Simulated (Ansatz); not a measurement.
**SnPb$_{3}$Se$_{4}$: density, localisation and related maps**

Input

```
crystal:
  lattice:
    - [0.0, 6.0670345855, -6.0670345855]
    - [-6.0676538972, -0.0005725587, -6.0676071442]
    - [-6.0676538972, 6.0676071442, 0.0005725587]
  atoms:
    - { symbol: Sn, position: [0.5, 0.5, 0.0] }
    - { symbol: Sn, position: [0.0, 0.5, 0.0] }
    - { symbol: Pb, position: [0.5, 0.0, 0.0] }
    - { symbol: Pb, position: [0.0, 0.0, 0.0] }
    - { symbol: Pb, position: [0.5, 0.5, 0.5] }
    - { symbol: Pb, position: [0.0, 0.5, 0.5] }
    - { symbol: Pb, position: [0.5, 0.0, 0.5] }
    - { symbol: Pb, position: [0.0, 0.0, 0.5] }
    - { symbol: Se, position: [0.7528212622, 0.7471787378, 0.2471787378] }
    - { symbol: Se, position: [0.2528212622, 0.7471787378, 0.2471787378] }
    - { symbol: Se, position: [0.75, 0.2554819616, 0.2445180384] }
    - { symbol: Se, position: [0.25, 0.2554819616, 0.2445180384] }
    - { symbol: Se, position: [0.75, 0.7445180384, 0.7554819616] }
    - { symbol: Se, position: [0.25, 0.7445180384, 0.7554819616] }
    - { symbol: Se, position: [0.7471787378, 0.2528212622, 0.7528212622] }
    - { symbol: Se, position: [0.2471787378, 0.2528212622, 0.7528212622] }
basis:
  ecutwfc: 420
kpoints:
  mp_grid: { grid: [6, 6, 6] }
  band_path: { path: [[0.0, 0.0, 0.0], [0.05, 0.0, 0.0]], npoints: 1 }
hamiltonian:
  xc: pbesol
scf:
  occupations: { method: gaussian, width: 0.1 }
  n_extra_bands: 11
output:
  forces: true
  stress: true
  eigenvalues: true
  write_density: true
  write_potential: true
  elf: true
  volumetric_format: npy
```

Command:

```sh
ansatz run input.yaml --threads 4 --pin off --max-ram 10240MiB --backend cpu --events-out ev --progress --plain --runs-dir out
```

Space group Cmmm; a generated structure, not necessarily the stable one.

Level of theory: DFT PBEsol, scalar-relativistic, plane waves, PAW in Ansatz 0.2.0.

In a PAW calculation such maps are meaningful between the atoms, not at the nuclei.

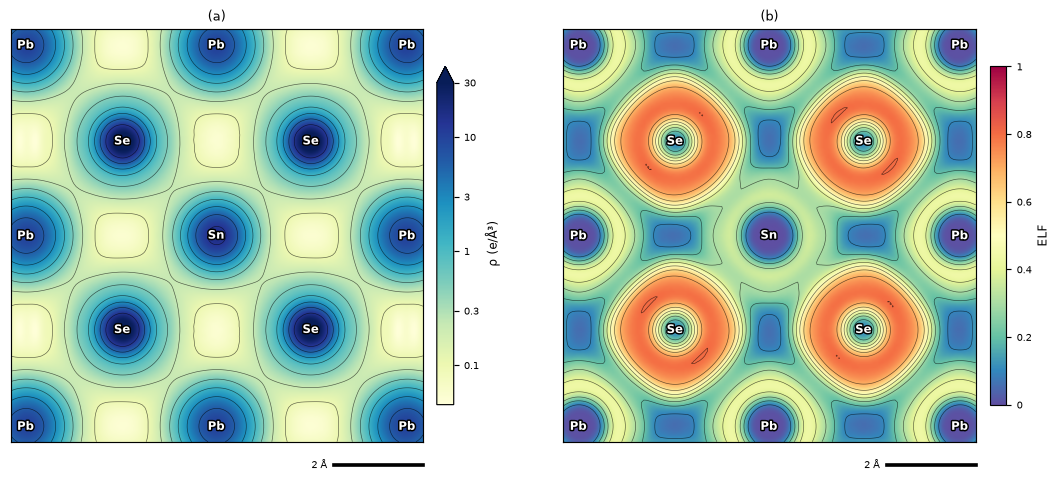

Figure 1. (a) valence pseudo-density; (b) electron localisation function on the (101) plane of the calculation cell.

Q: Describe what can be read from this map.

A: Atoms in the plane: Sn, Pb and Se. Sn–Se (3.00 Å): the density is about 0.23 e/Å³ at the midpoint; the ELF is about 0.40 at the midpoint. Pb–Se (3.03 Å): the density is about 0.22 e/Å³ at the midpoint; the ELF is about 0.30 at the midpoint. Between the atoms the lowest density in this plane is 0.05 e/Å³.

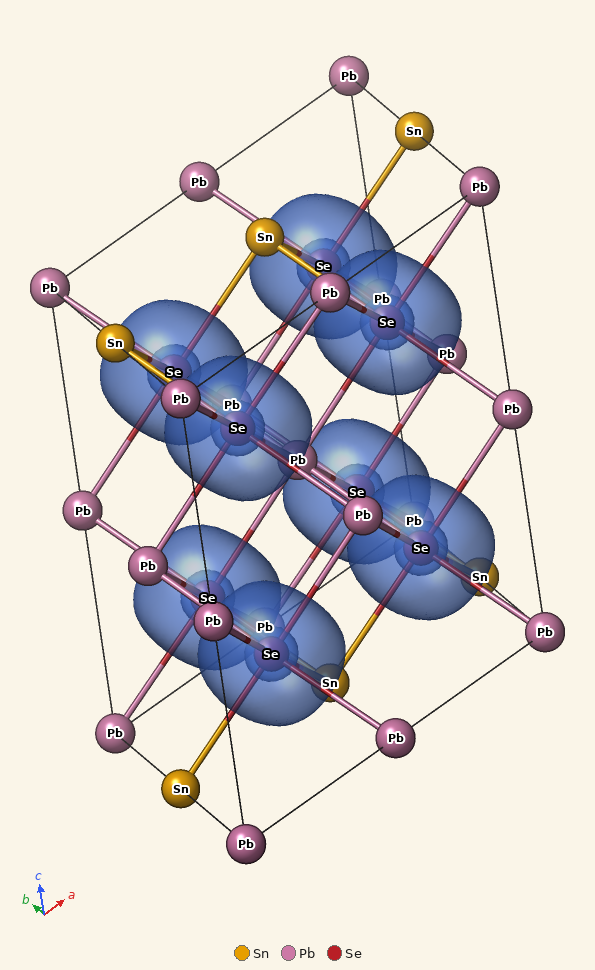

Figure 2. Isosurface of the electron localisation function at 0.6 (blue), seen slightly off an axis. Only the valence region is drawn (cores and ρ < 0.01 e/Å³ removed). Sticks mark near contacts.

Q: Where are the electrons localised?

A: The ELF exceeds this value in eight regions wrapped around Se (the valence shell of each), counted in one cell of 16 atoms. Any copies at cell faces, edges or corners count once.
